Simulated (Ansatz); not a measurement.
**SnH₃ClO₃: geometry relaxation (part 2 of 2)**

Continued. System: SnH₃ClO₃. Method: RKS PBE0/def2-SVP (Ansatz 0.2.0). It belongs to a series of runs on one base structure; here: start relaxed.

Geometry of the input (Å):
```
Sn 0.0000  0.0000  0.0000
Cl 0.0000  0.0000  2.4100
O  1.8483  0.0000  -0.6527
H  2.1646  -0.9521  -0.7693
O  -0.9232  1.5994  -0.6527
H  -1.8810  1.3686  -0.8751
O  -0.9232  -1.5994  -0.6527
H  -1.3778  -2.0650  0.1197
```

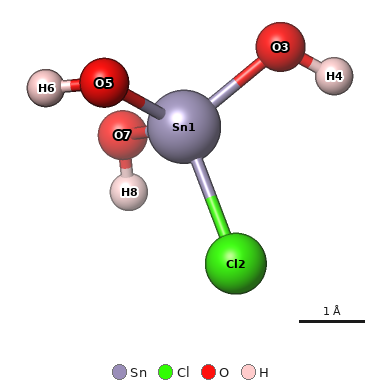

The geometry at step 17 of the log (ball-and-stick view, seen at a tilt; atoms are numbered from 1 in the order of the input).

### Trajectory as extended XYZ (Å, eV, eV/Å), 13 of the 34 frames kept, from step=1 to step=34
```
8
Properties=species:S:1:pos:R:3:forces:R:3 step=1 energy=-24526.56778
Sn    0.0000    0.0000    0.0000    0.2099   0.2576   0.9254
Cl    0.0000    0.0000    2.4100   -0.0438  -0.0556  -0.9226
O     1.8483    0.0000   -0.6527    0.5798  -1.7869  -0.2470
H     2.1646   -0.9521   -0.7693   -0.6274   1.8551   0.2337
O    -0.9232    1.5994   -0.6527   -1.8116  -0.3678  -0.4422
H    -1.8810    1.3686   -0.8751    1.8812   0.4318   0.4266
O    -0.9232   -1.5994   -0.6527   -1.0543  -1.1618   1.5566
H    -1.3778   -2.0650    0.1197    0.8661   0.8276  -1.5304
8
Properties=species:S:1:pos:R:3:forces:R:3 step=4 energy=-24526.75298
Sn   -0.0209   -0.0094    0.0149    0.0039  -0.0011  -0.0266
Cl   -0.0368   -0.0552    2.3521    0.0028  -0.0009   0.0022
O     1.8107    0.0117   -0.6792   -0.0322  -0.0107   0.0034
H     2.1496   -0.8885   -0.7688    0.0136   0.0150   0.0063
O    -0.8929    1.6130   -0.6514    0.0213  -0.0266   0.0082
H    -1.8030    1.4221   -0.9118   -0.0101   0.0096  -0.0037
O    -0.9764   -1.6238   -0.5913    0.0086   0.0292   0.0038
H    -1.3226   -2.1184    0.1626   -0.0078  -0.0145   0.0066
8
Properties=species:S:1:pos:R:3:forces:R:3 step=7 energy=-24526.75505
Sn   -0.0312   -0.0178   -0.0050    0.0003   0.0014   0.0139
Cl   -0.0157   -0.0691    2.3347    0.0017  -0.0057  -0.0149
O     1.7898    0.0084   -0.7212    0.0349  -0.0742  -0.0070
H     2.1889   -0.8721   -0.6943   -0.0246   0.0808   0.0065
O    -0.8857    1.6121   -0.6686    0.0008  -0.0014  -0.0045
H    -1.8108    1.4484   -0.8922   -0.0008  -0.0005   0.0031
O    -1.0156   -1.6200   -0.5928   -0.0048  -0.0046   0.0053
H    -1.3121   -2.1384    0.1667   -0.0075   0.0043  -0.0024
8
Properties=species:S:1:pos:R:3:forces:R:3 step=9 energy=-24526.73048 accepted=F
Sn   -0.0347   -0.0410   -0.0345   -0.0286   0.0000   0.0103
Cl    0.0947   -0.1417    2.3032    0.0166  -0.0010  -0.0451
O     1.7480   -0.0106   -0.8449    0.9025  -1.2653   0.5982
H     2.3017   -0.7698   -0.5007   -0.8742   1.2473  -0.5695
O    -0.9022    1.6040   -0.6418   -0.1052  -0.0240  -0.0269
H    -1.8066    1.4215   -0.9339    0.0874   0.0247   0.0273
O    -1.0901   -1.6083   -0.5945    0.0023   0.0175   0.0053
H    -1.4030   -2.1026    0.1743   -0.0008   0.0008   0.0004
8
Properties=species:S:1:pos:R:3:forces:R:3 step=12 energy=-24526.76058
Sn   -0.0363   -0.0384   -0.0295    0.0033  -0.0100   0.0014
Cl    0.0872   -0.1300    2.3055    0.0042  -0.0038   0.0020
O     1.7558   -0.0153   -0.8152    0.0138  -0.0269   0.0026
H     2.2809   -0.7754   -0.5328   -0.0129   0.0335  -0.0007
O    -0.9013    1.6045   -0.6441    0.0005   0.0006  -0.0029
H    -1.8047    1.4249   -0.9346   -0.0013  -0.0008  -0.0016
O    -1.0863   -1.6067   -0.5941   -0.0040   0.0073  -0.0061
H    -1.3876   -2.1122    0.1719   -0.0036   0.0001   0.0053
8
Properties=species:S:1:pos:R:3:forces:R:3 step=15 energy=-24526.76393
Sn   -0.0425   -0.0592   -0.0539   -0.0093  -0.0020   0.0040
Cl    0.1635   -0.1642    2.2760   -0.0008  -0.0041  -0.0035
O     1.7350   -0.0737   -0.8712    0.0175  -0.0106  -0.0034
H     2.3384   -0.6667   -0.4061   -0.0006   0.0118   0.0002
O    -0.8965    1.5931   -0.6581    0.0068  -0.0015   0.0000
H    -1.8076    1.4216   -0.9292   -0.0102   0.0040  -0.0022
O    -1.1635   -1.5842   -0.5979   -0.0062   0.0017   0.0082
H    -1.4191   -2.1152    0.1675    0.0028   0.0007  -0.0034
8
Properties=species:S:1:pos:R:3:forces:R:3 step=17 energy=-24526.76133 accepted=F
Sn   -0.0524   -0.0770   -0.0756    0.0207   0.0149  -0.0091
Cl    0.2024   -0.1737    2.2509   -0.0121  -0.0099  -0.0024
O     1.7233   -0.1262   -0.8987    0.4324  -0.3258   0.3704
H     2.3679   -0.5891   -0.3263   -0.4286   0.3148  -0.3751
O    -0.8812    1.5863   -0.6856   -0.1121  -0.0294  -0.0228
H    -1.8142    1.4415   -0.8988    0.0955   0.0242   0.0226
O    -1.2194   -1.5741   -0.6005   -0.0153  -0.0342   0.0998
H    -1.4186   -2.1362    0.1618    0.0195   0.0454  -0.0835
8
Properties=species:S:1:pos:R:3:forces:R:3 step=20 energy=-24526.76637
Sn   -0.0507   -0.0694   -0.0852    0.0001  -0.0223   0.0341
Cl    0.1945   -0.1677    2.2438    0.0002   0.0035  -0.0123
O     1.7293   -0.1504   -0.8968    0.0241  -0.0219   0.0206
H     2.3627   -0.5919   -0.3151   -0.0405   0.0408  -0.0284
O    -0.8839    1.5878   -0.7037   -0.0049  -0.0026  -0.0114
H    -1.8256    1.4506   -0.8730    0.0265   0.0030   0.0036
O    -1.2331   -1.5577   -0.5957   -0.0123  -0.0170   0.0248
H    -1.3855   -2.1498    0.1529    0.0069   0.0165  -0.0309
8
Properties=species:S:1:pos:R:3:forces:R:3 step=23 energy=-24526.77655
Sn   -0.0768   -0.1053   -0.0916   -0.0110  -0.0325  -0.0433
Cl    0.2460   -0.1349    2.2290   -0.0040   0.0102   0.0008
O     1.6880   -0.3394   -0.9140    0.0237  -0.0165   0.0797
H     2.3736   -0.3841   -0.2329   -0.0351   0.0183  -0.0615
O    -0.8389    1.5728   -0.7466    0.0317   0.0000   0.0115
H    -1.7998    1.5114   -0.8190   -0.0234  -0.0051   0.0026
O    -1.3585   -1.5195   -0.5654    0.0210  -0.0096   0.0661
H    -1.3259   -2.2495    0.0678   -0.0028   0.0351  -0.0559
8
Properties=species:S:1:pos:R:3:forces:R:3 step=26 energy=-24526.78332 accepted=F
Sn   -0.0987   -0.1315   -0.0435   -0.0202   0.0318  -0.0186
Cl    0.2394   -0.0229    2.2705    0.0030  -0.0025  -0.0013
O     1.6344   -0.5464   -0.8639    0.3183   0.1488   0.2840
H     2.3622   -0.2247   -0.3012   -0.3041  -0.1497  -0.2696
O    -0.7904    1.5662   -0.7311   -0.1498  -0.0124  -0.0080
H    -1.7572    1.5452   -0.7953    0.1578   0.0072   0.0140
O    -1.4467   -1.4825   -0.4936    0.0682  -0.3125   0.1330
H    -1.2354   -2.3520   -0.1147   -0.0733   0.2893  -0.1335
8
Properties=species:S:1:pos:R:3:forces:R:3 step=29 energy=-24526.78693
Sn   -0.1010   -0.1314   -0.0477   -0.0039  -0.0049   0.0077
Cl    0.2240   -0.0258    2.2688   -0.0005   0.0041  -0.0049
O     1.6351   -0.5470   -0.8587    0.0120   0.0033   0.0130
H     2.3628   -0.2236   -0.3116   -0.0103  -0.0025  -0.0130
O    -0.7881    1.5642   -0.7429   -0.0100  -0.0032  -0.0020
H    -1.7536    1.5586   -0.7790    0.0109   0.0055   0.0025
O    -1.4394   -1.4929   -0.4969    0.0063  -0.0113   0.0080
H    -1.2321   -2.3506   -0.1047   -0.0046   0.0090  -0.0113
8
Properties=species:S:1:pos:R:3:forces:R:3 step=31 energy=-24526.78730
Sn   -0.1040   -0.1364   -0.0442   -0.0007   0.0077  -0.0004
Cl    0.2138   -0.0069    2.2721   -0.0006  -0.0043  -0.0061
O     1.6308   -0.5633   -0.8523    0.0200   0.0073   0.0253
H     2.3597   -0.2127   -0.3235   -0.0224  -0.0092  -0.0203
O    -0.7808    1.5598   -0.7489   -0.0311  -0.0062  -0.0029
H    -1.7471    1.5712   -0.7614    0.0296   0.0049   0.0013
O    -1.4427   -1.4978   -0.4921    0.0104  -0.0158   0.0146
H    -1.2220   -2.3623   -0.1225   -0.0052   0.0156  -0.0116
8
Properties=species:S:1:pos:R:3:forces:R:3 step=34 energy=-24526.78763
Sn   -0.1072   -0.1393   -0.0421   -0.0006   0.0002  -0.0013
Cl    0.2018    0.0026    2.2743   -0.0010   0.0005  -0.0003
O     1.6270   -0.5804   -0.8432    0.0097   0.0046   0.0097
H     2.3561   -0.1990   -0.3371   -0.0104  -0.0045  -0.0090
O    -0.7745    1.5549   -0.7602   -0.0120  -0.0004  -0.0007
H    -1.7400    1.5871   -0.7440    0.0135   0.0012   0.0016
O    -1.4447   -1.5027   -0.4852    0.0009  -0.0053   0.0027
H    -1.2109   -2.3717   -0.1353   -0.0002   0.0038  -0.0028
```

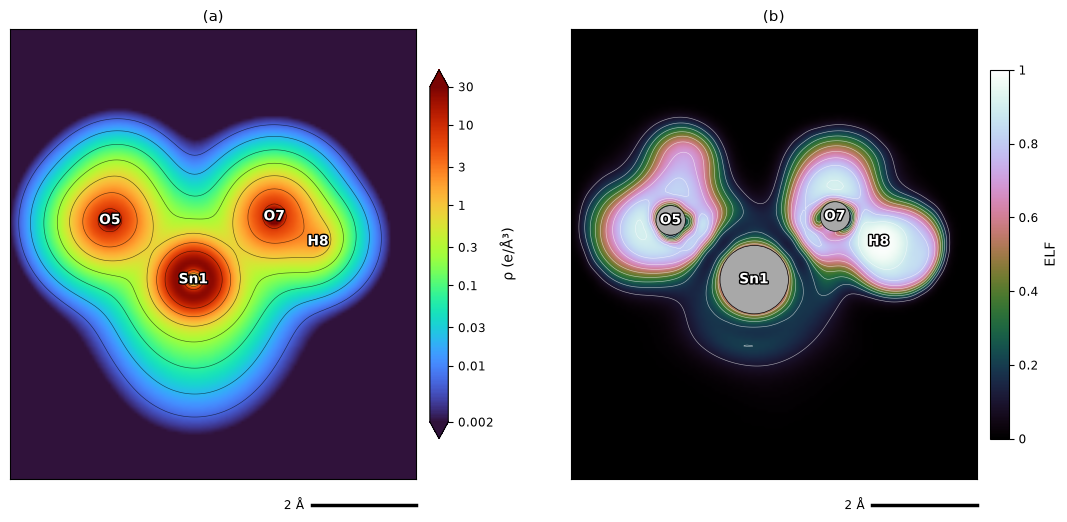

(a) electron density; (b) electron localisation function on the plane of atoms Sn1, O7 and H8. Grey discs, where drawn, cover atomic cores. The section cuts through Sn, O and H sites.

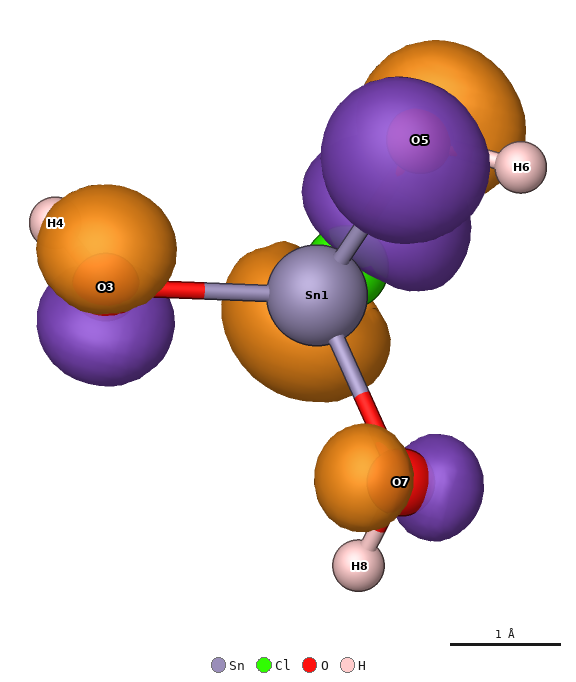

One frontier orbital at ±0.15 Å⁻³ᐟ² (orange and purple are the two phases), seen at a tilt. The HOMO, at −9.02 eV.

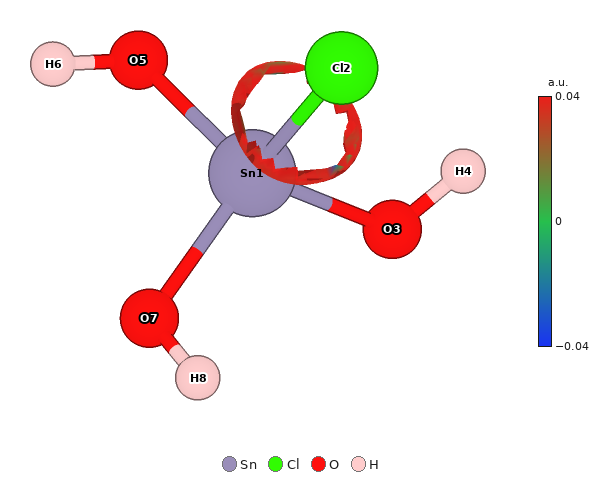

Non-covalent interaction (NCI) plot: the surface where the reduced density gradient is 0.5, for densities under 0.05 a.u., coloured by sign(λ₂)ρ; seen at an oblique angle. Between Sn1 on one side and Cl2 on the other: a weak, van der Waals-like contact (green).

### Summary

```json
{"quantity": "outcome", "value": "converged"}
{"quantity": "total energy", "value": "−24526.7877 eV"}
{"quantity": "mean-field energy", "value": "−24526.7877 eV"}
{"quantity": "largest force (length of the vector) at the end", "value": "0.015 eV/Å"}
{"quantity": "hardware", "value": "2 threads of Intel Xeon @ 2.50GHz (Skylake/Cascade Lake), 32 GiB of memory available, shared host"}
{"quantity": "wall time", "value": "2 min (CPU time 3.7 min)"}
{"quantity": "peak memory", "value": "0.26 GiB"}
```
